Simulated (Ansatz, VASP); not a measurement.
# Cross-check of PtS2 between VASP and Ansatz

Wanted: the spread between two codes on one cell, functional and k mesh.

Calculated with Ansatz 0.2.0; plane waves, with VASP 6.6.1 beside it; band structure at PBE, band structure at r2SCAN and band structure at r2SCAN, spin-orbit coupling.

## Step 1: The structure

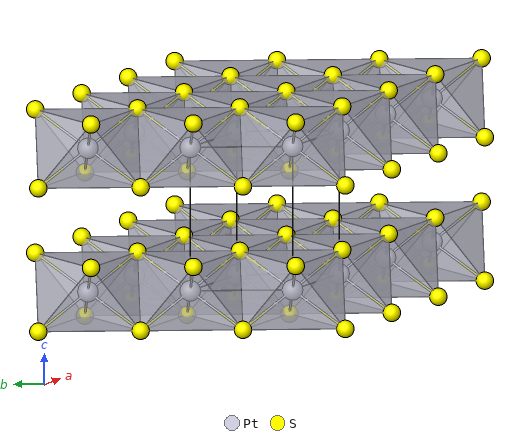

Start, viewed from a free direction; platinum light grey, sulfur yellow. 3×2×1 cells are drawn. Some periodic images of atoms are drawn too.

Coordinates:

```xyz
3
Lattice="3.5432 0.0000 0.0000 -1.7716 3.0685 0.0000 0.0000 0.0000 5.0388" Properties=species:S:1:pos:R:3 pbc="T T T"
Pt    0.0000    0.0000    0.0000
S     1.7716    1.0228    3.8355
S     0.0000    2.0457    1.2033
```

## Step 2: VASP: band structure, PBE

Levels along a path test the potential and the projectors away from the mesh points.

Lines of VASP's logs that name or quote its potential files are left out, and so is its time.

File INCAR:

```
SYSTEM = PtS2
PREC = Accurate
ENCUT = 350
EDIFF = 1E-06
NELM = 100
ISMEAR = 0
SIGMA = 0.03
LREAL = .FALSE.
ALGO = Normal
GGA = PE
NBANDS = 24
LASPH = .TRUE.
LORBIT = 11
LWAVE = .FALSE.
LCHARG = .FALSE.
KPAR = 4
```

File POSCAR:

```
PtS2
1.0
    3.5432000000      0.0000000000      0.0000000000
   -1.7716000000      3.0685012107      0.0000000000
    0.0000000000      0.0000000000      5.0388000000
Pt S
1 2
Direct
    0.0000000000      0.0000000000      0.0000000000
    0.6666666667      0.3333333333      0.7611866065
    0.3333333333      0.6666666667      0.2388133935
```

File KPOINTS:

```
Automatic mesh
0
Gamma
9 9 4
0 0 0
```

File KPOINTS_OPT:

```
Line mode
10
Line-mode
Reciprocal
  0.00000000   0.00000000   0.00000000 GAMMA
  0.50000000   0.00000000   0.00000000 M

  0.50000000   0.00000000   0.00000000 M
  0.33333333   0.33333333   0.00000000 K

  0.33333333   0.33333333   0.00000000 K
  0.00000000   0.00000000   0.00000000 GAMMA

  0.00000000   0.00000000   0.00000000 GAMMA
  0.00000000   0.00000000   0.50000000 A

  0.00000000   0.00000000   0.50000000 A
  0.50000000   0.00000000   0.50000000 L

  0.50000000   0.00000000   0.50000000 L
  0.33333333   0.33333333   0.50000000 H

  0.33333333   0.33333333   0.50000000 H
  0.00000000   0.00000000   0.50000000 A

  0.50000000   0.00000000   0.50000000 L
  0.50000000   0.00000000   0.00000000 M

  0.33333333   0.33333333   0.00000000 K
  0.33333333   0.33333333   0.50000000 H
```

PAW data sets: Pt and S (PBE family, release 64).

Run with:

```bash
$ mpirun -np 4 vasp_std
```

Numbers of over 12 decimals in the logs are rounded to 6 here.

What it wrote:

```text
[banner, memory and clock lines left out]
running    4 mpi-ranks, on    1 nodes
 distrk:  each k-point on    1 cores,    4 groups
 distr:  one band on    1 cores,    1 groups

 POSCAR found type information on POSCAR PtS
 POSCAR found :  2 types and       3 ions
 LDA part: xc-table for (Slater+PW92), standard interpolation
 POSCAR, INCAR and KPOINTS ok, starting setup
 FFT: planning ... GRIDC
 FFT: planning ... GRID_SOFT
 FFT: planning ... GRID
 WAVECAR not read
 entering main loop
       N       E                     dE             d eps       ncg     rms          rms(c)
DAV:   1     0.779594201677E+02    0.77959E+02   -0.78334E+03  2184   0.583E+02
DAV:   2    -0.134064517885E+02   -0.91366E+02   -0.87153E+02  2584   0.156E+02
DAV:   3    -0.166895586377E+02   -0.32831E+01   -0.32673E+01  2592   0.285E+01
DAV:   4    -0.167182571131E+02   -0.28698E-01   -0.28695E-01  2464   0.303E+00
DAV:   5    -0.167186951691E+02   -0.43806E-03   -0.43805E-03  2688   0.366E-01    0.187E+01
DAV:   6    -0.156203060288E+02    0.10984E+01   -0.39821E+00  2200   0.181E+01    0.120E+01
DAV:   7    -0.153841234346E+02    0.23618E+00   -0.83359E-01  2120   0.780E+00    0.606E+00
DAV:   8    -0.153633529728E+02    0.20770E-01   -0.42114E-02  2672   0.137E+00    0.102E+00
DAV:   9    -0.153622938329E+02    0.10591E-02   -0.40918E-03  2416   0.502E-01    0.167E-01
DAV:  10    -0.153624801241E+02   -0.18629E-03   -0.60621E-04  2688   0.128E-01    0.888E-02
DAV:  11    -0.153625218358E+02   -0.41712E-04   -0.40473E-05  2456   0.431E-02    0.307E-02
DAV:  12    -0.153625293831E+02   -0.75473E-05   -0.10338E-05  2632   0.206E-02    0.972E-03
DAV:  13    -0.153625304815E+02   -0.10984E-05   -0.72627E-07  2160   0.519E-03    0.324E-03
DAV:  14    -0.153625306791E+02   -0.19754E-06   -0.25468E-07  1912   0.277E-03
   1 F= -.15362531E+02 E0= -.15362531E+02  d E =-.296140E-12
 Start KPOINTS_OPT (optional k-point list driver)
k-point batch [1-43\90]
       N       E                     dE             ncg
DAV:   1     0.519770881732E+04   -0.95779E+04     2128
DAV:   2     0.120253886296E+04   -0.39952E+04     2640
DAV:   3     0.105902226505E+04   -0.14352E+03     2608
DAV:   4     0.105759084836E+04   -0.14314E+01     2456
DAV:   5     0.105756316442E+04   -0.27684E-01     2648
DAV:   6     0.105756243975E+04   -0.72467E-03     2496
DAV:   7     0.105756241892E+04   -0.20831E-04     2672
DAV:   8     0.105756241839E+04   -0.52979E-06     1944
[...]
k-point batch [87-90\90]
       N       E                     dE             ncg
DAV:   1     0.245260304585E+05   -0.21881E+04      208
DAV:   2     0.241768742295E+05   -0.34916E+03      248
DAV:   3     0.241651345764E+05   -0.11740E+02      224
DAV:   4     0.241650168139E+05   -0.11776E+00      248
DAV:   5     0.241650145006E+05   -0.23133E-02      240
DAV:   6     0.241650144398E+05   -0.60750E-04      248
DAV:   7     0.241650144380E+05   -0.17974E-05      248
DAV:   8     0.241650144380E+05   -0.46686E-07      184
```

OUTCAR, selected parts (step 2):

```text
ion  position               nearest neighbor table
   1  0.000  0.000  0.000-   2 2.37   3 2.37   2 2.37   3 2.37   2 2.37   3 2.37
   2  0.667  0.333  0.761-   1 2.37   1 2.37   1 2.37
   3  0.333  0.667  0.239-   1 2.37   1 2.37   1 2.37

  LATTYP: Found a hexagonal cell.
 ALAT       =     3.5432000000
 C/A-ratio  =     1.4221043125

 Subroutine GETGRP returns: Found 12 space group operations
 (whereof 12 operations were pure point group operations)

The static configuration has the point symmetry D_3d.

 Found     43 irreducible k-points:

   k-points           NKPTS =     43   k-points in BZ     NKDIM =     43   number of bands    NBANDS=     24

   dimension x,y,z NGX =    24 NGY =   24 NGZ =   32
   dimension x,y,z NGXF=    48 NGYF=   48 NGZF=   64

   ENCUT  =  350.0 eV  25.72 Ry    5.07 a.u.   5.40  5.40  7.69*2*pi/ulx,y,z

   NELECT =      22.0000    total number of electrons

 k-points in reciprocal lattice and weights: Automatic mesh
   0.00000000  0.00000000  0.00000000       0.003
   0.11111111 -0.00000000  0.00000000       0.019
   0.22222222  0.00000000  0.00000000       0.019
   0.33333333  0.00000000  0.00000000       0.019
   0.44444444  0.00000000  0.00000000       0.019
   0.11111111  0.11111111  0.00000000       0.019
   0.22222222  0.11111111  0.00000000       0.037
   0.33333333  0.11111111  0.00000000       0.037
   0.44444444  0.11111111  0.00000000       0.019
[...]
0.33333333  0.22222222  0.50000000       0.037
   0.33333333  0.33333333  0.50000000       0.006

 average (electrostatic) potential at core
       1 -68.3573       2 -85.3527       3 -85.3527

 E-fermi :   6.8903

 k-point     1 :       0.0000    0.0000    0.0000
  band No.  band energies     occupation
    ...
      7       2.9166      2.00000
      8       4.7723      2.00000
      9       5.6654      2.00000
     10       5.6654      2.00000
     11       6.7595      2.00000
     12       8.9130      0.00000
     13       8.9130      0.00000
     14      11.4326      0.00000
     15      12.3235      0.00000
     16      14.7673      0.00000
    ...

 k-point     2 :       0.1111   -0.0000    0.0000
  band No.  band energies     occupation
    ...
      7       2.7971      2.00000
      8       4.3867      2.00000
      9       5.5546      2.00000
     10       5.6661      2.00000
     11       6.7029      2.00000
     12       8.4610      0.00000
     13       8.8330      0.00000
     14      12.2155      0.00000
     15      12.9243      0.00000
     16      14.4590      0.00000
    ...

 k-point     3 :       0.2222    0.0000    0.0000
  band No.  band energies     occupation
    ...
      7       2.6148      2.00000
      8       3.8001      2.00000
      9       5.3014      2.00000
     10       5.4290      2.00000
     11       6.0833      2.00000
     12       8.3220      0.00000
     13       8.8605      0.00000
     14      12.5166      0.00000
     15      13.9879      0.00000
     16      15.0621      0.00000
    ...

  Total        2.2119466      2.2119466      1.6564472      0.0000000     -0.0000000     -0.0000000
  in kB       64.6898487     64.6898487     48.4439003      0.0000000     -0.0000000     -0.0000000
  external PRESSURE =      59.2745326 kB  Pullay stress =       0.0000000 kB

  energy-cutoff  :      350.00
  volume of cell :       54.78
      direct lattice vectors                 reciprocal lattice vectors
     3.543200000  0.000000000  0.000000000     0.282230752  0.162946001  0.000000000
    -1.771600000  3.068501211  0.000000000     0.000000000  0.325892001  0.000000000
     0.000000000  0.000000000  5.038800000     0.000000000  0.000000000  0.198459951

 POSITION                                       TOTAL-FORCE (eV/Angst)
 -----------------------------------------------------------------------------------
      0.00000      0.00000      0.00000         0.000000      0.000000      0.000000
      1.77160      1.02283      3.83547        -0.000000      0.000000     -0.364799
     -0.00000      2.04567      1.20333         0.000000     -0.000000      0.364799
 -----------------------------------------------------------------------------------
    total drift:                               -0.000000     -0.000000     -0.000000

  FREE ENERGIE OF THE ION-ELECTRON SYSTEM (eV)
  ---------------------------------------------------
  free  energy   TOTEN  =       -15.3625306791 eV

  energy  without entropy=      -15.3625306791  energy(sigma->0) =      -15.36253068

 total charge
# of ion       s       p       d       tot
------------------------------------------
    1        0.709   0.815   7.994   9.517
    2        1.362   2.285   0.000   3.647
    3        1.362   2.285   0.000   3.647
--------------------------------------------------
tot          3.433   5.384   7.994  16.811

[... 3 further parts left out ...]
```

The run ends at a pressure of 5.93 GPa, with forces up to 0.36 eV/Å.

## Step 3: Ansatz: band structure, PBE

Ansatz runs on its default PAW (the set named soft_2) files.

The same cell, functional, mesh and smearing now go to Ansatz, which takes its cutoff from its data sets.

File input.yaml:

```yaml
crystal:
  lattice:
    - [3.5432, 0.0, 0.0]
    - [-1.7716, 3.0685012107, 0.0]
    - [0.0, 0.0, 5.0388]
  atoms:
    - { symbol: Pt, position: [0.0, 0.0, 0.0] }
    - { symbol: S, position: [0.6666666667, 0.3333333333, 0.7611866065] }
    - { symbol: S, position: [0.3333333333, 0.6666666667, 0.2388133935] }
hamiltonian:
  xc: pbe
  pseudopotentials: { kind: paw }
kpoints:
  mp_grid: { grid: [9, 9, 4] }
  band_path:
    path:
      - [0.0, 0.0, 0.0]
      - [0.16667, 0.0, 0.0]
      - [0.33333, 0.0, 0.0]
      - [0.5, 0.0, 0.0]
      - [0.46296, 0.07407, 0.0]
      - [0.40741, 0.18519, 0.0]
      - [0.35185, 0.2963, 0.0]
      - [0.2963, 0.2963, 0.0]
      - [0.18519, 0.18519, 0.0]
      - [0.07407, 0.07407, 0.0]
      - [0.0, 0.0, 0.0]
      - [0.0, 0.0, 0.16667]
      - [0.0, 0.0, 0.33333]
      - [0.0, 0.0, 0.5]
      - [0.11111, 0.0, 0.5]
      - [0.33333, 0.0, 0.5]
      - [0.5, 0.0, 0.5]
      - [0.46296, 0.07407, 0.5]
      - [0.40741, 0.18519, 0.5]
      - [0.35185, 0.2963, 0.5]
      - [0.2963, 0.2963, 0.5]
      - [0.18519, 0.18519, 0.5]
      - [0.07407, 0.07407, 0.5]
      - [0.5, 0.0, 0.5]
      - [0.5, 0.0, 0.33333]
      - [0.5, 0.0, 0.16667]
      - [0.5, 0.0, 0.0]
      - [0.33333, 0.33333, 0.11111]
      - [0.33333, 0.33333, 0.27778]
      - [0.33333, 0.33333, 0.5]
    npoints: 1
scf:
  occupations: { method: gaussian, width: 0.03 }
  n_extra_bands: 7
output:
  forces: true
  stress: true
  eigenvalues: true
```

Run with:

```bash
$ ansatz run input.yaml --threads 2 --pin off --max-ram 4608MiB --backend cpu --events-out ev --progress --plain --runs-dir out
```

What it wrote:

```text
scf.n_extra_bands = 7 over 15 filled bands (N_el = 30.0): the run solves 22 bands
Engine: ansatz 0.2.0, aarch64-unknown-linux-gnu
Pseudopotentials: kind: paw
Pseudopotential: Pt, paw, valence charge 18, recommended cutoff 420 eV (normal), Pt.paw.azcp
Pseudopotential: S, paw, valence charge 6, recommended cutoff 420 eV (normal), S.paw.azcp
Functional definition: PBE
  parameter kappa = 0.804
  parameter beta = 0.066725
  exchange = pbe_x(kappa = kappa, mu = beta*pi^2/3)
  correlation = pbe_c(beta = beta)
Crystal: 3 atoms, lattice volume = 54.783 Å³
Basis set: ecut = 420 eV, 1043 PW (Γ), exchange–correlation on 48×48×72 points (8 copies of the dense FFT grid, shifted against one another)
Bands: 22, of which v1, the nominal top of the filled ones, is band 15 counted from 1 (14 counted from 0)
Symmetry: 12 space group operations
Space group: P-3m1 (ITA 164), of the structure as read, at distance tolerance 3.8e-5 Å
k-points: 43 of 324
Non-local potential: Pt, projectors of the file, l = 0: 3, l = 1: 2, l = 2: 2, l = 3: 1
Non-local potential: S, projectors of the file, l = 0: 2, l = 1: 2, l = 2: 2
PAW form: soft (Blöchl's): semilocal exchange-correlation on the pseudo side does not see the compensation charge
PAW one-centre angular grid: Pt, 590 points (default); XC on 64 Gauss nodes
PAW one-centre angular grid: S, 110 points (default); XC on 64 Gauss nodes
Initial density: superposition of atomic densities (neutral atoms: chi_scale 0, normalization atom), corrected by the library's trained network
Initial wavefunctions: pseudopotential atomic-orbital guess
Functional: x = pbe(κ = 0.804, μ = 0.219515), c = pbe(β = 0.066725)
SCF iter   1: F=—  HF=-14328.155511 eV  |F-HF|=—  |Δ(HF+E_count)|=         —  Δρ=3.20e-3  dr2=3.71e-3  ethr=1.77e-3  ⟨swp⟩=6.1  Hψ=4921  notcnv=0  defer=11
preconditioner: auto → Resta (q_TF=auto, 2.468 Å⁻¹)  ε∞=4.9  [insulator: Δε(μ)=0.830 eV  Ē_g=11.915 eV  σ=0.030 eV  W_gap=1.00  n_scr=20 (ndim 8)  ℏωp=23.5 eV  f_vac=0.015  D(μ)=0.00/eV (n_scr^D=0)  ε∞_Penn≈4.9]
SCF iter   2: F=—  HF=-14328.155856 eV  |F-HF|=—  |Δ(HF+E_count)|=   3.45e-4  Δρ=1.61e-3  dr2=1.31e-3  ethr=1.24e-5  ⟨swp⟩=2.1  Hψ=1911  notcnv=0  defer=64
SCF iter   3: F=—  HF=-14328.156097 eV  |F-HF|=—  |Δ(HF+E_count)|=   2.40e-4  Δρ=7.20e-4  dr2=3.82e-4  ethr=4.37e-6  ⟨swp⟩=2.0  Hψ=1379  notcnv=0  defer=64
SCF iter   4: F=—  HF=-14328.156042 eV  |F-HF|=—  |Δ(HF+E_count)|=   5.43e-5  Δρ=1.87e-4  dr2=1.50e-5  ethr=1.27e-6  ⟨swp⟩=2.7  Hψ=1250  notcnv=0  defer=64
SCF iter   5: F=—  HF=-14328.155951 eV  |F-HF|=—  |Δ(HF+E_count)|=   9.15e-5  Δρ=5.54e-5  dr2=2.59e-6  ethr=4.99e-8  ⟨swp⟩=2.0  Hψ=1260  notcnv=0  defer=64
SCF iter   6: F=—  HF=-14328.155952 eV  |F-HF|=—  |Δ(HF+E_count)|=   1.39e-6  Δρ=2.15e-5  dr2=3.61e-7  ethr=8.65e-9  ⟨swp⟩=2.0  Hψ=1252  notcnv=0  defer=64
SCF iter   7: F=-14328.155952 eV  HF=-14328.155952 eV  |F-HF|=5.46e-9  |Δ(HF+E_count)|=   1.41e-7  Δρ=3.34e-6  dr2=5.23e-9  ethr=3.33e-10  ⟨swp⟩=9.3  Hψ=4328  notcnv=0
SCF 1 converged in 7 iterations: F = -14328.155952 eV  dr2 = 5.23e-9
  greatest PAW one-centre occupation: 1.000 electrons in one spin orbital (limit 2), on the Pt atom at site 0 (counted from 0), in its partial waves of l = 0
NSCF: frozen V_eff on 30 k-points
SCF converged after 7 iterations
Free energy (F): -14328.155952 eV
Harris-Foulkes:  -14328.155952 eV  (|F-HF|=5.46e-9)
Internal energy: -14328.155952 eV  (E = F + TS)
E sigma→0 (E₀):  -14328.155952 eV
Fermi energy:    11.398614 eV
--- Per-component energies (eV) ---
  E_band       = -316.940734
  E_kinetic    = 852.286282
  E_local      = -3067.543184  (includes V_loc(G=0)·N_el)
  E_nonlocal   = 255.227205
  E_hartree    = 1209.886784
  E_xc         = -456.816503
  E_vxc        = -478.873825  (∫ρ·V_xc dr)
  E_paw        = -10653.975519  (= ΣΔE_a)
  E_vpaw       = -297.808372  (= ΣTr[D̂ρ^β])
  E_aug_tail   = 0.000192  (compensation charges beyond the density's cutoff)
  E_ewald      = -2467.221211
  E_smearing   = -0.000000  (= −TS)
  E_closure    = 0.000000  (closes the sum)
  Σ components = -14328.155952   (vs F -14328.155952, Δ=0.00e0)
--- Forces (eV/Å), atoms counted from 1 ---
  atom   1  Pt    -0.00000000     0.00000000     0.00000000
  atom   2  S      0.00000000    -0.00000000    -0.40709744
  atom   3  S     -0.00000000     0.00000000     0.40709744
  max |Σ_I F_I| component: 1.58e-30 eV/Å
--- Stress (GPa, compression-positive) ---
        7.211115       0.000000       0.000000
        0.000000       7.211115       0.000000
        0.000000       0.000000       5.348163
  P = ⅓ Tr σ = 6.5901 GPa (65.901 kbar)
--- Band table (eV; the first three rows and the last of 43) ---
  k-point 0: bands = [... 11 lower, 9.0092, 9.8930, 9.8930, 10.9930, 13.1482, 13.1482, 15.6408, 16.5424, ... 3 higher]
  k-point 1: bands = [... 11 lower, 8.8117, 9.7655, 9.7655, 10.3773, 13.4249, 13.4249, 15.9601, 17.4127, ... 3 higher]
  k-point 2: bands = [... 11 lower, 8.3472, 9.6476, 9.6476, 9.9437, 13.7155, 13.7155, 16.4948, 18.1613, ... 3 higher]
  k-point 42: bands = [... 11 lower, 7.2661, 7.5692, 9.0694, 9.0694, 13.1510, 13.1510, 18.0779, 18.8985, ... 3 higher]
```

The job ended after 3.7 s (2 threads of Arm Neoverse N1, shared host; peak memory 0.33 GiB).

The column dr2 measures how far the density is from self-consistency, as an energy; F and HF (Harris–Foulkes) agree once it is small.

## Step 4: Comparison

Known differences besides the PAW data sets themselves: the data sets hold 30 valence electrons in Ansatz (default PAW (the set named soft_2) files) and 22 in VASP; the cutoff is 420 eV in Ansatz and 350 eV in VASP. Total energies have different zeros and are not compared.

Both answers:

```csv
quantity,Ansatz,VASP,difference
pressure (GPa),6.59,5.93,+0.66
gap over the path points (eV),0.807,0.808,-0.001
```

Forces (eV/Å; atoms numbered as in POSCAR):

```csv
atom,"Ansatz x, y, z","VASP x, y, z"
Pt1,"0.000, 0.000, 0.000","0.000, 0.000, 0.000"
S2,"0.000, 0.000, -0.407","0.000, 0.000, -0.365"
S3,"0.000, 0.000, 0.407","0.000, 0.000, 0.365"
```

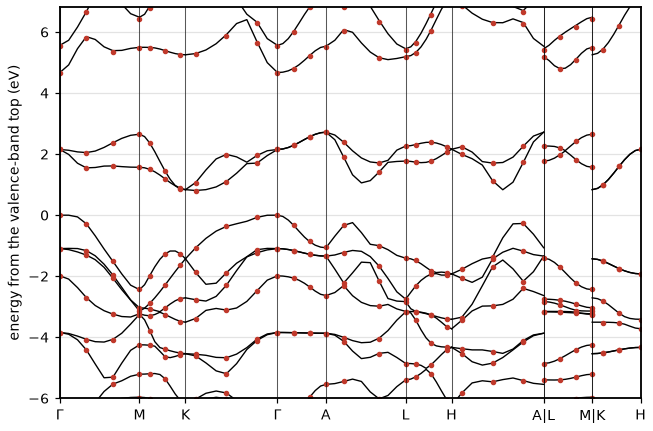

Bands from VASP (lines) and levels from Ansatz (dots). Dots without a line are higher empty bands that the VASP plot leaves out.

Levels at points of the path, from each program's valence-band top (eV; 4 filled, then empty):

```csv
k (reciprocal lattice),Ansatz,VASP
0.000 0.000 0.000,-1.98 -1.10 -1.10 0.00 2.15 2.15 4.65,-1.99 -1.09 -1.09 0.00 2.15 2.15 4.67
0.167 0.000 0.000,-2.70 -1.31 -1.17 -0.28 1.54 2.05 5.81,-2.70 -1.31 -1.16 -0.28 1.55 2.05 5.85
0.333 0.000 0.000,-3.25 -2.06 -1.97 -1.51 1.61 2.37 5.36,-3.24 -2.07 -1.96 -1.51 1.61 2.37 5.39
0.500 0.000 0.000,-3.23 -3.15 -3.04 -2.43 1.56 2.65 5.47,-3.23 -3.14 -3.04 -2.44 1.57 2.65 5.50
0.463 0.074 0.000,-3.30 -3.08 -2.89 -1.98 1.50 2.37 5.47,-3.30 -3.07 -2.89 -1.98 1.50 2.37 5.50
0.407 0.185 0.000,-3.26 -3.05 -2.29 -1.26 1.19 1.45 5.37,-3.25 -3.04 -2.29 -1.27 1.19 1.45 5.39
0.352 0.296 0.000,-3.49 -2.74 -1.63 -1.26 0.85 0.88 5.24,-3.48 -2.73 -1.63 -1.26 0.85 0.88 5.27
0.296 0.296 0.000,-3.39 -2.78 -1.88 -1.06 0.81 1.07 5.27,-3.38 -2.77 -1.88 -1.07 0.81 1.07 5.29
0.185 0.185 0.000,-3.11 -2.30 -1.89 -0.36 1.10 1.99 5.88,-3.11 -2.30 -1.89 -0.37 1.10 1.99 5.91
0.074 0.074 0.000,-2.47 -1.24 -1.14 -0.07 1.70 1.96 5.65,-2.48 -1.23 -1.13 -0.07 1.71 1.96 5.68
```

The forces differ by 20 meV/Å r.m.s., which is 11.6 % of the r.m.s. force of 0.17 eV/Å (both taken over all components). Among the levels compared (up to four filled and three empty ones at each point), filled levels agree within 18 meV and empty ones within 42 meV.

## Step 5: What moves the difference

The difference is large enough to ask for its cause, so further runs change the set-up of one program at a time, as the table lists.

```csv
run,r.m.s. force difference (meV/Å)
as above,20
Ansatz's all-electron LAPW method,20
Ansatz's larger PAW set (cutoff 900 eV),22
norm-conserving potentials (cutoff 1143 eV),23
```

(Part 1 of 2 ends here.)

[Lines on the potential files, build, host, timing and source positions are cut from VASP's logs without a mark.]

[Logs are printed without paths, hosts, clocks, repeated set-up lines and the standing remarks that a program may print on its own settings, such as how far it seeks lower states.]

[Hosts, paths, dates, database ids (printed as entryN), source tags and the programs' standing remarks are cut or masked in the printed files.]
